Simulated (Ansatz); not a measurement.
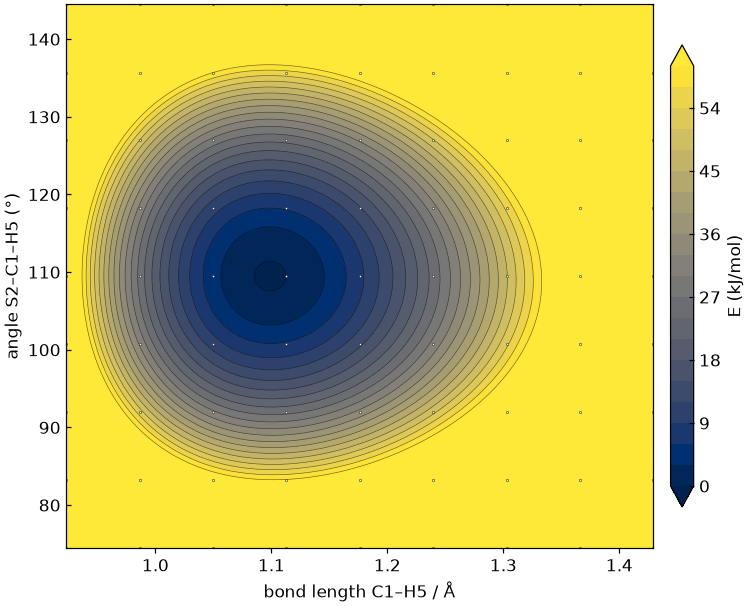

C₂H₄SSi, SMILES CSC#[SiH]. Coordinates scanned: (1) bond length C1–H5; (2) angle S2–C1–H5. Nothing is relaxed (all other coordinates rigid). Grid: 9 × 9 points. Energies are in kJ/mol, from the lowest grid point. All numbers below come from RKS wB97X-V/def2-SVP (Ansatz 0.2.0).

In the figure: filled contours, dots at the grid points, one colour for all values above the top of the scale. Between grid points the surface is interpolated.

> Where is the minimum, and how stiff is the well along each coordinate?

The interpolated minimum is at bond length C1–H5 ≈ 1.099 Å, angle S2–C1–H5 ≈ 109.5°. The curvatures there are about 34 eV/Å² and 5.6 eV/rad², with a cross term of about 0 eV/(Å·rad). Round the minimum the two coordinates are nearly uncoupled. (1 eV is 96.5 kJ/mol.)
